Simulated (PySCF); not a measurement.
C$_{6}$H$_{9}$O: EPR calculation

The run: EPR calculation of C$_{6}$H$_{9}$O, multiplicity 2, SMILES O=[C]C1CCCC1. Method and program: UKS B3LYP, pcH-1 on C H O, non-relativistic, mean-field spin-orbit, GIAO (PySCF 2.14.0).

It belongs to a series of runs on one base structure; here: X = H replaced by cPent.

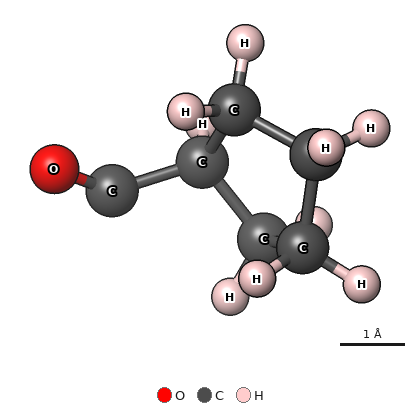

The structure (ball-and-stick view, seen at a tilt). Bond lengths as drawn: C–C 1.48 to 1.55 Å, C–H 1.09 Å and C–O 1.19 Å.

Key numbers:

```tsv
quantity	value
outcome	converged
total energy	−309.249298 hartree
⟨S²⟩	0.752
isotropic g	2.0006
hardware	1 CPU thread, shared host
wall time	49 s
peak memory	0.97 GiB
```

Input:
```
{"job": {"kind": "epr", "basis": "pcH-1"}, "charge": 0, "multiplicity": 2}
O      2.678733     0.072023     1.443098
C      1.994665     0.732838     0.726615
C      1.005094     0.394287    -0.326110
C      0.516469    -1.077710    -0.265508
C     -1.009816    -0.997433    -0.215190
C     -1.282946     0.345146     0.456212
C     -0.262247     1.267214    -0.203636
H      1.523147     0.609951    -1.265690
H      0.902578    -1.548076     0.639990
H      0.872561    -1.651730    -1.119535
H     -1.447011    -1.834870     0.326515
H     -1.419607    -0.990498    -1.226769
H     -1.084327     0.274282     1.526606
H     -2.307260     0.685745     0.314139
H     -0.612653     1.556204    -1.194952
H     -0.074978     2.171573     0.372803
```

The first line tells a small driver script what to run in PySCF; the rest is the geometry in Å.

Launched with:
```bash
OMP_NUM_THREADS=1 python <driver script> task.json out
```

What the program printed:
```
UKS, coarse grid
  cycle   1  E = -309.12094996  |g| = 5.61e-01
  cycle   2  E = -308.60403856  |g| = 1.28e+00
  cycle   3  E = -309.23607743  |g| = 1.65e-01
  cycle   4  E = -309.24733903  |g| = 6.48e-02
  cycle   5  E = -309.24920947  |g| = 1.16e-02
  cycle   6  E = -309.24927116  |g| = 3.13e-03
  cycle   7  E = -309.24927591  |g| = 8.92e-04
UKS, final grid
  cycle   1  E = -309.24929713  |g| = 1.03e-03
  cycle   2  E = -309.24929654  |g| = 1.63e-03
  cycle   3  E = -309.24929758  |g| = 4.34e-04
  cycle   4  E = -309.24929765  |g| = 5.44e-05
  cycle   5  E = -309.24929765  |g| = 3.37e-05
  cycle   6  E = -309.24929765  |g| = 1.06e-05
E = -309.24929765 Eh   <S^2> = 0.7525 (exact 0.7500)
g shifts (ppm)      1          2          3
  rmc          -220       -220       -220
  gc             41         15        -62
  oz_so       -6917       -119       2454
  total       -7096       -324       2172
hyperfine (MHz)  atom isotope    a_iso     a_fc   dipolar eigenvalues
    0   17O     -43.49     -43.49   -102.92     47.58     55.34
    1   13C     335.93     335.93    -51.85    -49.28    101.13
    2   13C     126.36     126.36    -13.88    -13.19     27.07
    3   13C      12.78      12.78     -4.73     -4.01      8.74
    4   13C       2.18       2.18     -0.73     -0.50      1.23
    5   13C       0.85       0.85     -0.69     -0.05      0.75
    6   13C       6.65       6.65     -1.56     -0.79      2.35
    7    1H      -9.88      -9.88     -9.02     -5.15     14.17
    8    1H       1.24       1.24     -4.92     -0.84      5.76
    9    1H       3.64       3.64     -3.08     -1.16      4.25
   10    1H       8.73       8.73     -0.99     -0.79      1.78
   11    1H      -0.25      -0.25     -1.22     -1.01      2.23
   12    1H       0.00       0.00     -1.95     -1.51      3.46
   13    1H      -0.52      -0.52     -1.01     -0.78      1.79
   14    1H      -1.01      -1.01     -2.46     -1.52      3.98
   15    1H      -1.40      -1.40     -5.07     -3.08      8.15
```

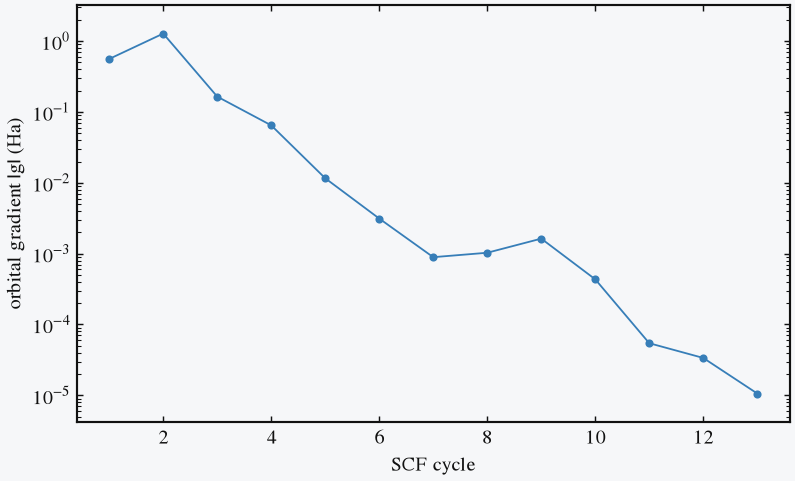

Convergence of the self-consistent field: orbital gradient |g| against the SCF cycle. All cycles printed in the log are drawn one after another.

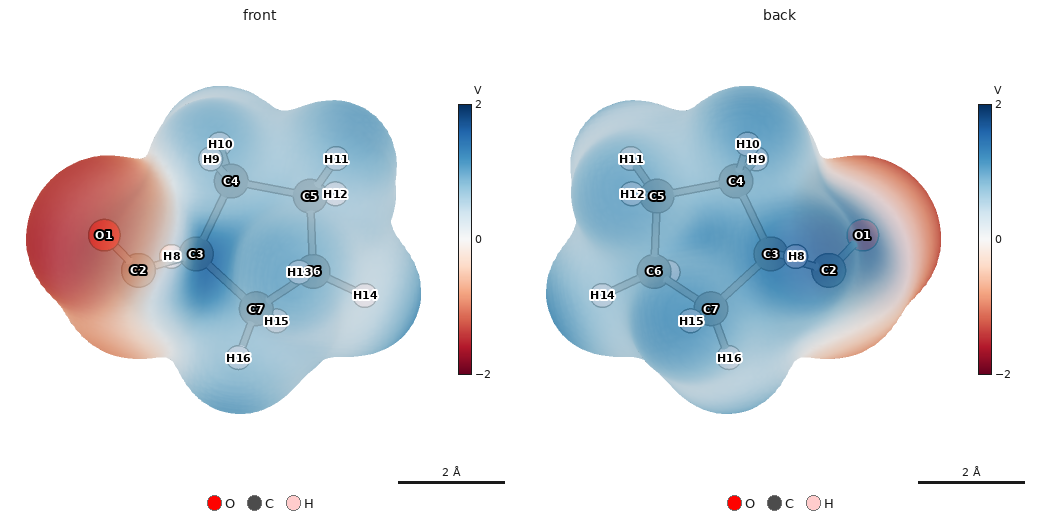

The electrostatic potential painted on the density surface at 0.004 e/bohr³, seen face on and from behind; the colour scale runs from red (negative) to blue (positive). A positive charge is drawn to the negative regions and a negative charge to the positive ones.

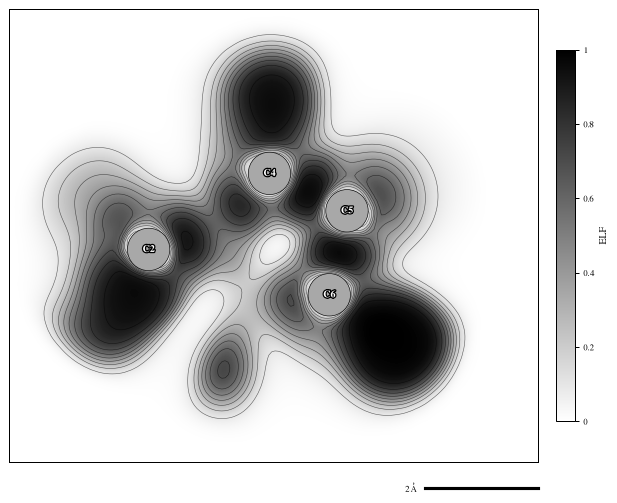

ELF on the plane of atoms C4, C5 and C6. Grey discs, where drawn, cover atomic cores. C–C (1.53 Å): the ELF peaks at about 0.95 between the atoms, which marks a shared electron pair.
